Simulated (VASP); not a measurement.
# Titanium under strain, part 3 of 3

How does the pressure of Titanium answer to a change of volume? The bands are shown for each cell. All runs use PBEsol. Left out of this account: 1 further run (self-consistent run: a reference on another mesh). This is not the structure that Ti takes at ambient conditions. The start is a cell from a database of measured crystal structures.

VASP 6.6.1; PBEsol; plane waves and PAW (Ti_sv).

So far, pressure (GPa): step 2 (bands, cell as listed) -7.59; step 3 (cell volume +4.0 %) -10.7; step 4 (cell volume +8.0 %) -13.4; step 5 (bands, sheared, principal strains -2.0, +0.4, +1.7 %) -7.55; step 6 (cell volume -4.0 %) -3.75.

## 7. Bands, volume times 0.92

The cell is scaled evenly once more. A prediction first. A parabola through the 4 pressures of evenly scaled cells so far, P = -7.58 -87.2 t +157 t² GPa with t = ln(V/V₁) and V₁ the volume at scale 1, gives 0.79 GPa at t = -0.0834.

INCAR reads:

```
SYSTEM = Ti
PREC = Accurate
ENCUT = 400
EDIFF = 1E-06
NELM = 100
ISMEAR = -1
SIGMA = 0.05
LREAL = .FALSE.
ALGO = Normal
GGA = PS
NBANDS = 17
LASPH = .TRUE.
LORBIT = 11
LWAVE = .FALSE.
LCHARG = .FALSE.
KPAR = 2
```

POSCAR reads:

```
Ti
1.0
   -1.5960182638      1.5960182638      1.5960182638
    1.5960182638     -1.5960182638      1.5960182638
    1.5960182638      1.5960182638     -1.5960182638
Ti
1
Direct
    0.0000000000      0.0000000000      0.0000000000
```

KPOINTS reads:

```
Automatic mesh
0
Gamma
16 16 16
0 0 0
```

KPOINTS_OPT reads:

```
Line mode
16
Line-mode
Reciprocal
  0.00000000   0.00000000   0.00000000 GAMMA
  0.50000000  -0.50000000   0.50000000 H

  0.50000000  -0.50000000   0.50000000 H
  0.00000000   0.00000000   0.50000000 N

  0.00000000   0.00000000   0.50000000 N
  0.00000000   0.00000000   0.00000000 GAMMA

  0.00000000   0.00000000   0.00000000 GAMMA
  0.25000000   0.25000000   0.25000000 P

  0.25000000   0.25000000   0.25000000 P
  0.50000000  -0.50000000   0.50000000 H

  0.25000000   0.25000000   0.25000000 P
  0.00000000   0.00000000   0.50000000 N
```

Potentials, in the order of the species: Ti_sv (PBE family, release 64).

Command:

```sh
$ mpirun -np 2 vasp_std
```

Log:

```text
[... set-up lines as in an earlier step ...]
 entering main loop
       N       E                     dE             d eps       ncg     rms          rms(c)
DAV:   1     0.798768328186E+02    0.79877E+02   -0.49697E+03  5027   0.738E+02
DAV:   2    -0.583941831622E+01   -0.85716E+02   -0.81886E+02  5261   0.213E+02
DAV:   3    -0.924209050815E+01   -0.34027E+01   -0.33738E+01  5572   0.454E+01
DAV:   4    -0.928556578326E+01   -0.43475E-01   -0.43449E-01  5790   0.492E+00
DAV:   5    -0.928610263400E+01   -0.53685E-03   -0.53682E-03  5513   0.487E-01    0.922E+00
DAV:   6    -0.823505468007E+01    0.10510E+01   -0.11679E+00  5221   0.156E+01    0.231E+00
DAV:   7    -0.822702064360E+01    0.80340E-02   -0.92201E-02  6303   0.249E+00    0.137E+00
DAV:   8    -0.823764854995E+01   -0.10628E-01   -0.51407E-02  5027   0.220E+00    0.291E-01
DAV:   9    -0.823643572851E+01    0.12128E-02   -0.37407E-03  5766   0.689E-01    0.973E-02
DAV:  10    -0.823658619937E+01   -0.15047E-03   -0.28699E-04  5291   0.115E-01    0.158E-02
DAV:  11    -0.823658509584E+01    0.11035E-05   -0.12776E-05  5863   0.208E-02    0.741E-03
DAV:  12    -0.823658519698E+01   -0.10114E-06   -0.15014E-06  6494   0.964E-03
   1 F= -.82365852E+01 E0= -.82287538E+01  d E =-.156627E-01
 Start KPOINTS_OPT (optional k-point list driver)
k-point batch [1-96\96]
       N       E                     dE             ncg
DAV:   1    -0.110430937695E+05   -0.50173E+05     3360
DAV:   2    -0.192089516711E+05   -0.81659E+04     3532
DAV:   3    -0.195338663490E+05   -0.32491E+03     3700
DAV:   4    -0.195379630149E+05   -0.40967E+01     3810
DAV:   5    -0.195380270098E+05   -0.63995E-01     3763
DAV:   6    -0.195380286011E+05   -0.15913E-02     3852
DAV:   7    -0.195380286545E+05   -0.53480E-04     3431
DAV:   8    -0.195380286566E+05   -0.20696E-05     2857
DAV:   9    -0.195380286567E+05   -0.11155E-06     1981
```

Elapsed: 14 s, on 2 MPI ranks of AMD EPYC 7R43, shared host; peak memory 0.22 GiB.

Parts of OUTCAR (step 7):

```text
   ENCUT  =  400.0 eV  29.40 Ry    5.42 a.u.   4.51  4.51  4.51*2*pi/ulx,y,z

   NELECT =      12.0000    total number of electrons

 E-fermi :   8.6616

 k-point     1 :       0.0000    0.0000    0.0000
  band No.  band energies     occupation
      1     -47.5012      2.00000
      2     -23.3731      2.00000
      3     -23.3731      2.00000
      4     -23.3731      2.00000
      5       2.5965      2.00000
      6       9.7017      0.00000
      7       9.7017      0.00000
      8       9.7017      0.00000
      9      11.6242      0.00000
     10      11.6242      0.00000
    ...

  Total        0.0897697      0.0897697      0.0897697      0.0000000      0.0000000      0.0000000
  in kB        8.8443716      8.8443716      8.8443716      0.0000000      0.0000000      0.0000000
  external PRESSURE =       8.8443716 kB  Pullay stress =       0.0000000 kB

 POSITION                                       TOTAL-FORCE (eV/Angst)
 -----------------------------------------------------------------------------------
      0.00000      0.00000      0.00000         0.000000     -0.000000      0.000000
 -----------------------------------------------------------------------------------
    total drift:                                0.000000     -0.000000      0.000000

  FREE ENERGIE OF THE ION-ELECTRON SYSTEM (eV)
  ---------------------------------------------------
  free  energy   TOTEN  =        -8.2365851970 eV

  energy  without entropy=       -8.2209224540  energy(sigma->0) =       -8.22875383

[... 4 parts as in an earlier step ...]

[... 12 further parts left out ...]
```

Numbers from this step:

```yaml
free_energy_toten: -8.237 eV
energy_at_zero_smearing: -8.229 eV
fermi_energy: 8.662 eV
pressure: 0.8844 GPa
```

Electronic bands along the path, in eV, zero at the Fermi level; # counts the bands kept, so #1 is VASP's band 5:

```tsv
point	#1	#2	#3	#4	#5	#6
Γ	-6.07	1.04	1.04	1.04	2.96	2.96
H	-2.34	-2.34	4.27	4.27	4.27	8.90
N	-2.62	-0.48	1.36	2.96	3.35	4.66
Γ	-6.07	1.04	1.04	1.04	2.96	2.96
P	-0.63	-0.63	-0.63	3.41	3.41	9.72
H	-2.34	-2.34	4.27	4.27	4.27	8.90
jump to P	-0.63	-0.63	-0.63	3.41	3.41	9.72
N	-2.62	-0.48	1.36	2.96	3.35	4.66
```

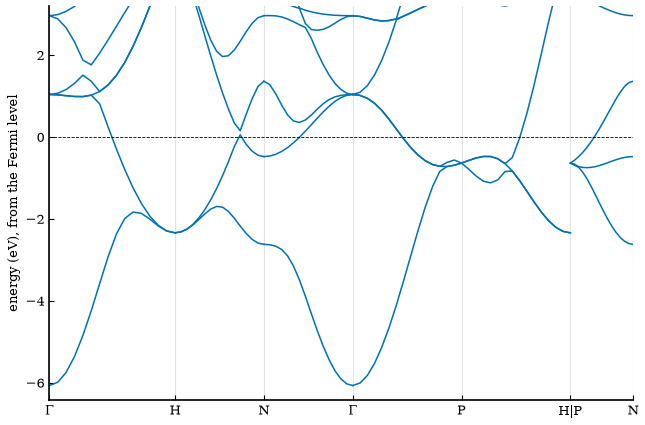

Electronic bands along the path.

 The pressure is 0.88 GPa. The parabola predicted 0.79 GPa, -0.10 GPa off.

## 8. The runs together

| cell | mesh | pressure (GPa) | gap (eV) |
| --- | --- | --- | --- |
| cell as listed | 16×16×16 | -7.59 | none |
| volume times 1.04 | 16×16×16 | -10.75 | none |
| volume times 1.08 | 16×16×16 | -13.37 | none |
| sheared, principal strains -2.0, +0.4, +1.7 % | 16×16×16 | -7.55 | none |
| volume times 0.96 | 16×16×16 | -3.75 | none |
| volume times 0.92 | 16×16×16 | 0.88 | none |

## 9. Summary of results

```
pressure, cell as listed                                    : -7.59 GPa
pressure, volume times 1.04                                 : -10.7 GPa
pressure, volume times 1.08                                 : -13.4 GPa
pressure, sheared, principal strains -2.0, +0.4, +1.7 %     : -7.55 GPa
pressure, volume times 0.96                                 : -3.75 GPa
pressure, volume times 0.92                                 : 0.884 GPa
bulk modulus at the listed volume, shape and positions held : 87.7 GPa
```

**Reading.** The slope of pressure against ln V at the listed volume gives a bulk modulus of 87.7 GPa at fixed shape and positions (not that of equilibrium, since the cell bears -7.6 GPa there).

[Lines on the potential files, build, host, timing and source positions are cut from VASP's logs without a mark.]

[Logs are printed without paths, hosts, clocks, repeated set-up lines and the standing remarks that a program may print on its own settings, such as how far it seeks lower states.]

[Hosts, paths, dates, database ids (printed as entryN), source tags and the programs' standing remarks are cut or masked in the printed files.]

[A measured line is paired with the nearest computed mode of its activity, which favours agreement.]
